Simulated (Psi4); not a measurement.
# One shape, several levels: HBS (hydrogen boron sulfide)

Aim: a comparison of 3 runs (BLYP/def2-TZVPPD, SVWN5/def2-TZVPPD, revPBE/def2-TZVPPD) of HBS (hydrogen boron sulfide). 

The results are computed with Psi4 1.11.

2 further runs of the same task are left out: 2 set aside as unsound or not needed.

**1. The structure to begin with**

The species is HBS (3 atoms), meant as a singlet with charge 0. As SMILES, `B=S`. One bond was lengthened or shortened from a relaxed shape.

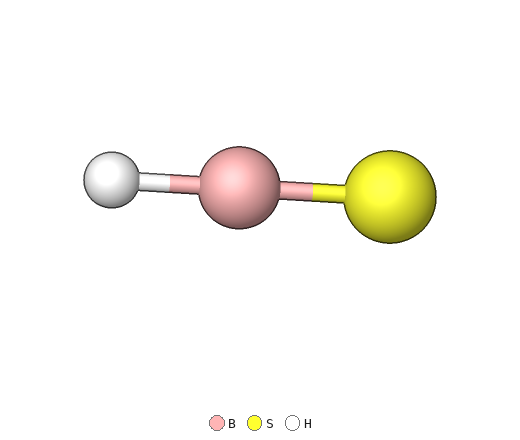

The structure, seen from a chosen angle (boron pink, sulfur yellow, hydrogen white).

**2. Energy and gradient at BLYP/def2-TZVPPD (run 1)**

calc.dat

```
memory 2200 MB

molecule mol {
  0 1
  B      0.009618     0.003218    -0.033820
  S      0.447448     0.165418    -1.561860
  H     -0.360510    -0.133080     1.258530
  units angstrom
  symmetry c1
}

set globals {
  basis def2-TZVPPD
  puream true
  e_convergence 1e-09
  d_convergence 1e-08
  scf_type pk
  dft_radial_points 99
  dft_spherical_points 590
}

E, wfn = gradient('blyp', return_wfn=True)
```

Run with:

```sh
$ psi4 -i calc.dat -o calc.out -n 1
```

calc.out:

```text
[...]
  Running in c1 symmetry.
[...]
  Nuclear repulsion =   31.324854810120016
[...]
  Multiplicity = 1
[...]
  Nalpha       = 11
  Nbeta        = 11
[...]
    Number of basis functions: 105
[...]
   @RKS iter   1:  -423.46757482458963   -2.01476e-01   5.93670e-03 DIIS/ADIIS
[...]
   @RKS iter  10:  -423.65102743742727   -2.46700e-11   8.58639e-09 DIIS
[...]
    Orbital Energies [Eh]
    ---------------------
    Doubly Occupied:
       1A    -88.105596     2A     -7.670984     3A     -6.596340
       4A     -5.695778     5A     -5.695778     6A     -5.695763
       7A     -0.662395     8A     -0.406989     9A     -0.335360
      10A     -0.267134    11A     -0.267134
[...]
  @RKS Final Energy:  -423.65102743742727
   => Energetics <=
    Nuclear Repulsion Energy =             31.3248548101200157
    One-Electron Energy =                -645.7261268818161852
    Two-Electron Energy =                 220.7795891724483965
    DFT Exchange-Correlation Energy =     -30.0293445381794406
    Empirical Dispersion Energy =           0.0000000000000000
    VV10 Nonlocal Energy =                  0.0000000000000000
    Total Energy =                       -423.6510274374272740
[...]
 Multipole Moments:
 ------------------------------------------------------------------------------------
     Multipole            Electronic (a.u.)      Nuclear  (a.u.)        Total (a.u.)
 ------------------------------------------------------------------------------------
 L = 1.  Multiply by 2.5417464519 to convert [e a0] to [Debye]
 Dipole X            :          0.7803653           -1.2295574           -0.4491921
 Dipole Y            :          0.0802072           -0.1267926           -0.0465854
 Dipole Z            :         -0.0000000           -0.0000000           -0.0000000
 Magnitude           :                                                    0.4516013
[...]
  -Total Gradient:
     Atom            X                  Y                   Z
    ------   -----------------  -----------------  -----------------
       1        0.070175671182     0.007212876825    -0.000000000003
       2       -0.012052296246    -0.001236009221     0.000000000002
       3       -0.058123235487    -0.005976854619     0.000000000001
[...]
```

It took 13 s on 1 thread of AMD EPYC 7R43 (Zen 3), shared host; peak memory 0.9 GiB.

**3. The energy at SVWN5/def2-TZVPPD (run 2)**

bhs.dat

```
memory 2.2 GB

molecule molecule1 {
  B      0.009618     0.003218    -0.033820
  S      0.447448     0.165418    -1.561860
  H     -0.360510    -0.133080     1.258530
  symmetry c1
  no_reorient
  no_com
}

set {
  basis def2-TZVPPD
  puream true
  e_convergence 1e-09
  d_convergence 1e-08
  scf_type pk
  dft_radial_points 99
  dft_spherical_points 590
}

E, wfn = energy("scf", dft_functional={"name": "SVWN5", "x_functionals": {"LDA_X": {}}, "c_functionals": {"LDA_C_VWN": {}}}, return_wfn=True)
oeprop(wfn, "MAYER_INDICES", "WIBERG_LOWDIN_INDICES", "DIPOLE", title="SCF")
```

Run with:

```sh
$ psi4 bhs.dat bhs.out -n 1
```

bhs.out:

```text
[...]
  Running in c1 symmetry.
[...]
  Nuclear repulsion =   31.324854810120016
[...]
  Multiplicity = 1
[...]
  Nalpha       = 11
  Nbeta        = 11
[...]
    Number of basis functions: 105
[...]
   @RKS iter   1:  -421.81678886168595   -1.87223e-01   5.90419e-03 ADIIS/DIIS
[...]
   @RKS iter  10:  -422.00192562003463   -3.20028e-11   8.14184e-09 DIIS
[...]
    Orbital Energies [Eh]
    ---------------------
    Doubly Occupied:
       1A    -87.711887     2A     -7.642269     3A     -6.499998
       4A     -5.693287     5A     -5.693287     6A     -5.693276
       7A     -0.670369     8A     -0.411891     9A     -0.341992
      10A     -0.279255    11A     -0.279255
[...]
  @RKS Final Energy:  -422.00192562003463
   => Energetics <=
    Nuclear Repulsion Energy =             31.3248548101200157
    One-Electron Energy =                -645.5764669388762513
    Two-Electron Energy =                 220.5815809945162300
    DFT Exchange-Correlation Energy =     -28.3318944857945887
    Empirical Dispersion Energy =           0.0000000000000000
    VV10 Nonlocal Energy =                  0.0000000000000000
    Total Energy =                       -422.0019256200346263
[...]
 Multipole Moments:
 ------------------------------------------------------------------------------------
     Multipole            Electronic (a.u.)      Nuclear  (a.u.)        Total (a.u.)
 ------------------------------------------------------------------------------------
 L = 1.  Multiply by 2.5417464519 to convert [e a0] to [Debye]
 Dipole X            :        -13.0639853           12.9384786           -0.1255068
 Dipole Y            :         -4.8268778            4.7804364           -0.0464414
 Dipole Z            :         45.6031396          -45.1650780            0.4380616
 Magnitude           :                                                    0.4580466
[...]
```

Run time: 8.7 s. Hardware: 1 thread of AMD EPYC 7R43 (Zen 3), shared host; peak memory 0.56 GiB.

**4. Energy and forces at revPBE/def2-TZVPPD (run 3)**

run_ase.py

```python
import numpy as np
from ase.calculators.psi4 import Psi4
from ase import Atoms

a = Atoms(['B', 'S', 'H'], positions=[
    [0.009618, 0.003218, -0.033820],
    [0.447448, 0.165418, -1.561860],
    [-0.360510, -0.133080, 1.258530],
])
calc = Psi4(atoms=a, method='revpbe', basis='def2-TZVPPD', memory='2200MB', num_threads=1, charge=0, multiplicity=1, label='psi4-calc')
calc.psi4.set_options({'puream': True, 'e_convergence': 1e-09, 'd_convergence': 1e-08, 'scf_type': 'pk', 'dft_radial_points': 99, 'dft_spherical_points': 590})
a.calc = calc

forces = a.get_forces()
print(f'energy: {a.get_potential_energy():.6f} eV')
print('forces / eV A^-1')
print(np.round(forces, 5))
```

Run with:

```sh
$ python run_ase.py
```

psi4-calc.dat:

```text
[...]
  Running in c1 symmetry.
[...]
  Nuclear repulsion =   31.324854810120019
[...]
  Multiplicity = 1
[...]
  Nalpha       = 11
  Nbeta        = 11
[...]
    Number of basis functions: 105
[...]
   @RKS iter   1:  -423.41981917001340   -2.21173e-01   5.61551e-03 ADIIS/DIIS
[...]
   @RKS iter  10:  -423.58307090071565   -2.85922e-11   7.57506e-09 DIIS
[...]
    Orbital Energies [Eh]
    ---------------------
    Doubly Occupied:
       1A    -88.063051     2A     -7.680258     3A     -6.583675
       4A     -5.691789     5A     -5.691705     6A     -5.691705
       7A     -0.667786     8A     -0.412129     9A     -0.338510
      10A     -0.272740    11A     -0.272740
[...]
  @RKS Final Energy:  -423.58307090071565
   => Energetics <=
    Nuclear Repulsion Energy =             31.3248548101200193
    One-Electron Energy =                -645.6956337692795387
    Two-Electron Energy =                 220.7503404842539396
    DFT Exchange-Correlation Energy =     -29.9626324258099785
    Empirical Dispersion Energy =           0.0000000000000000
    VV10 Nonlocal Energy =                  0.0000000000000000
    Total Energy =                       -423.5830709007156543
[...]
 Multipole Moments:
 ------------------------------------------------------------------------------------
     Multipole            Electronic (a.u.)      Nuclear  (a.u.)        Total (a.u.)
 ------------------------------------------------------------------------------------
 L = 1.  Multiply by 2.5417464519 to convert [e a0] to [Debye]
 Dipole X            :          0.2127776           -0.3385902           -0.1258126
 Dipole Y            :          0.0780975           -0.1246659           -0.0465684
 Dipole Z            :         -0.7431258            1.1822448            0.4391190
 Magnitude           :                                                    0.4591545
[...]
  -Total Gradient:
     Atom            X                  Y                   Z
    ------   -----------------  -----------------  -----------------
       1        0.019551700375     0.007178797744    -0.068282468901
       2       -0.004174022534    -0.001532472629     0.014577454328
       3       -0.015378550802    -0.005646672283     0.053708044097
[...]
```

The script printed:

```text
energy: -11526.282456 eV
forces / eV A^-1
[[-1.00539 -0.36915  3.51123]
 [ 0.21464  0.0788  -0.7496 ]
 [ 0.7908   0.29036 -2.76178]]
```

Wall time 14 s (1 thread of AMD EPYC 7R43 (Zen 3), shared host); peak memory 0.91 GiB.

**5. Overview of the runs**

| run | level | task | properties | energy (Eh) | dipole moment (D) | HOMO energy (eV) | LUMO energy (eV) | wall time |
| --- | --- | --- | --- | --- | --- | --- | --- | --- |
| 1 | BLYP/def2-TZVPPD | gradient | – | -423.651027 | 1.15 | -7.27 | -2.04 | 13 s |
| 2 | SVWN5/def2-TZVPPD | energy | (mayer, wiberg, dipole) | -422.001926 | 1.16 | -7.60 | -2.36 | 8.7 s |
| 3 | revPBE/def2-TZVPPD | gradient | – | -423.583071 | 1.17 | -7.42 | -2.12 | 14 s |

**6. Summary of results**

```
                       quantity          value
            run 3: total energy  -423.58307 Eh
           run 3: dipole moment         1.17 D
             run 3: HOMO energy       -7.42 eV
             run 3: LUMO energy       -2.12 eV
           run 3: HOMO–LUMO gap        5.30 eV
run 3: largest force on an atom     3.671 eV/Å
```

What this shows: The dipole moment (its size) runs from 1.15 D (BLYP/def2-TZVPPD) to 1.17 D (revPBE/def2-TZVPPD). The HOMO–LUMO gap runs from 5.23 eV (BLYP/def2-TZVPPD) to 5.30 eV (revPBE/def2-TZVPPD). Totals of different functionals can't be ranked against each other. All runs together took 35 s, the longest 14 s.
